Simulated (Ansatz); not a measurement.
# C$_{4}$H$_{8}$O$_{2}$Si (SMILES C[SiH2]C(C=O)C=O): what the fields show

The calculation's input:

```
crystal:
  periodic: [false, false, false]
  atoms:
    - {symbol: C, position_ang: [-0.825240, 1.136869, -0.276575]}
    - {symbol: C, position_ang: [1.071638, -1.314948, -0.130403]}
    - {symbol: C, position_ang: [0.619679, -1.648543, 1.257301]}
    - {symbol: C, position_ang: [0.197488, -1.911432, -1.208161]}
    - {symbol: O, position_ang: [-0.545927, -1.687745, 1.586999]}
    - {symbol: O, position_ang: [0.565090, -2.101983, -2.341533]}
    - {symbol: Si, position_ang: [0.966950, 0.611211, -0.308211]}
    - {symbol: H, position_ang: [-1.332063, 0.700216, 0.598661]}
    - {symbol: H, position_ang: [-0.913199, 2.233353, -0.222444]}
    - {symbol: H, position_ang: [-1.353089, 0.798116, -1.182140]}
    - {symbol: H, position_ang: [1.655523, 0.950914, -1.585817]}
    - {symbol: H, position_ang: [1.733760, 1.182755, 0.840221]}
    - {symbol: H, position_ang: [2.131983, -1.562053, -0.314362]}
    - {symbol: H, position_ang: [1.440418, -1.845794, 1.997918]}
    - {symbol: H, position_ang: [-0.841079, -2.156414, -0.863796]}
basis:
  gaussian:
    orbitals: def2-SVPD
hamiltonian:
  xc: pbe0
output:
  forces: true
  orbitals: {seedname: orbitals}
```

Run with:

```sh
ansatz run input.yaml --threads 2 --pin off --max-ram 5220MiB --events-out events.jsonl --progress --plain --runs-dir runs
```

Geometry: r2SCAN-D4/def2-SVP.

Level of theory: isolated molecule in a Gaussian basis; Kohn-Sham density functional theory, functional PBE0 in Ansatz.

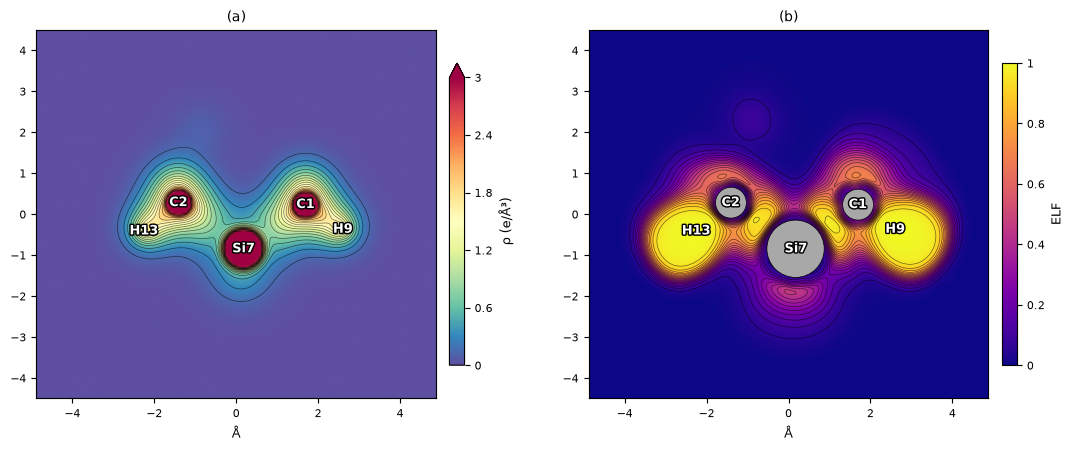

Figure 1. (a) total electron density; (b) electron localisation function on the plane of atoms C1, Si7 and C2. Grey discs cover the atomic cores in the ELF map.

> What do the fields say about this system?

- The plane passes through C, Si and H nuclei.
- C–Si (1.87 Å): ρ at the midpoint is about 0.97 e/Å³; the ELF peaks at about 1 between the atoms, as expected for a covalent bond.
- C–H (1.10 Å): ρ is about 1.9 e/Å³ halfway; the ELF climbs to about 1 towards the hydrogen, as it does in any bond to H; a covalent bond by its length.
- C–Si (1.94 Å): ρ at the midpoint is about 0.82 e/Å³; the ELF peaks at about 0.95 between the atoms: a covalent bond.

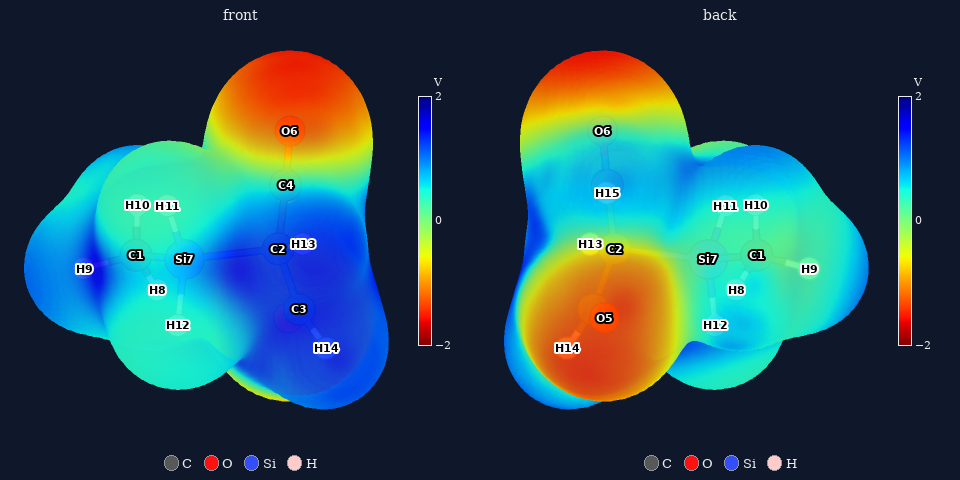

Figure 2. The molecular electrostatic potential painted on the density surface at 0.002 e/bohr³, seen from the front and from behind; red is negative and blue positive.

> Describe the electrostatic potential map.

The most negative region (about −1.5 V) lies over O6, the most positive (about +1.4 V) over Si7 and H13. O6 is the likeliest acceptor of a hydrogen bond.

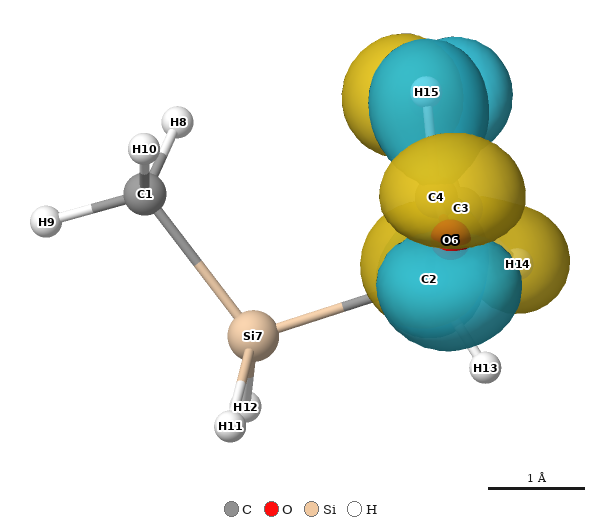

Figure 3. The HOMO at ±0.15 Å⁻³ᐟ² (yellow and cyan are the two phases), seen from one side.

> What is the character of this orbital?

By Hirshfeld shares it lies mainly on O6 (about 40 %), O5 (about 20 %), C2 (about 10 %), C4 (about 10 %) and C3 (about 5 %). Its energy is −7.53 eV.
